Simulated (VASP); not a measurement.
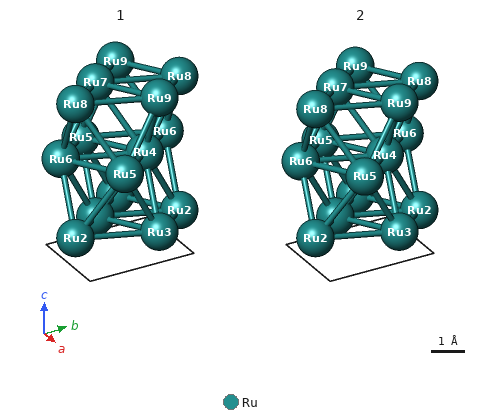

Two geometries of a slab of composition Ru, drawn at one scale. One is the start of a relaxation, the other its converged end. A ball-and-stick model of the cell of the calculation, outlined in the plane, without the vacuum, seen slightly off an axis.

Computed with Kohn-Sham DFT of a periodic cell, RPBE, VASP PAW PBE potentials, recommended in VASP 6.6.1. Set-up: plane-wave cutoff 450 eV; k-point mesh 6 × 6 × 1; occupations methfessel-paxton; smearing width 0.1 eV; no spin polarisation.

**Which one is relaxed?**

Structure 2 is the relaxed one. The run lets the atoms move in a fixed cell. 3 atoms are held fixed. The largest moves, 0.16 Å, are those of Ru atoms. The lattice vectors keep their values. Among the contacts that change: Ru–Ru 2.674 → 2.609 Å. The energy falls by 0.237 eV per cell of the calculation in 6 geometry steps. Largest force component: 0.94 eV/Å at the start, 0.029 eV/Å at the end. It ran on 4 threads of Intel(R) Xeon(R) Platinum 8559C (Emerald Rapids) (shared host).
